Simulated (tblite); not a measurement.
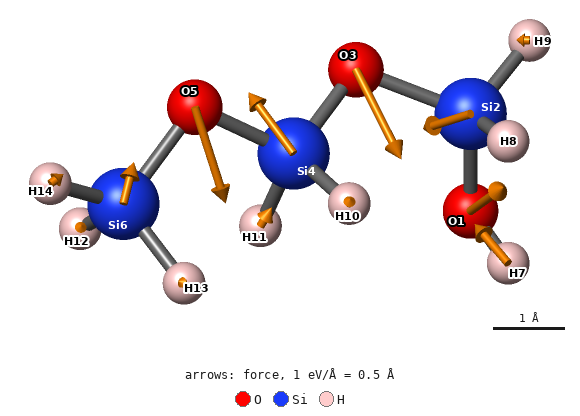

Starting geometry of Si3H8O3 with the computed forces as orange arrows. The picture is a ball-and-stick view, seen at a tilt.

Theory: GFN2-xTB geometry optimisation, gas phase (tblite). 

### What follows when this structure is relaxed?

It isn't relaxed: the largest force vector, on O3, is 3.06 eV/Å. The final displacements follow the starting forces only in part (cosine between the two patterns 0.33). After 156 geometry steps the energy has fallen by 169.1 kJ/mol. The largest move after the best rigid fit is that of H14, 3.07 Å. By element the largest moves are H 3.07 Å, O 2.14 Å, Si 1.96 Å. Among the contacts that change: Si4–Si6 2.732 → 3.143 Å, Si2–Si4 2.747 → 3.115 Å, Si2–O3 1.740 → 1.625 Å, O1–Si2 1.733 → 1.619 Å. Among the angles between lasting bonds that change: Si4–O5–Si6 104.8° → 152.5°, Si2–O3–Si4 106.4° → 148.2°, Si2–O1–H7 109.1° → 121.7°. Groups turn about O3–Si4 by about 155°, O5–Si6 by about 155°, Si4–O5 by about 145°.
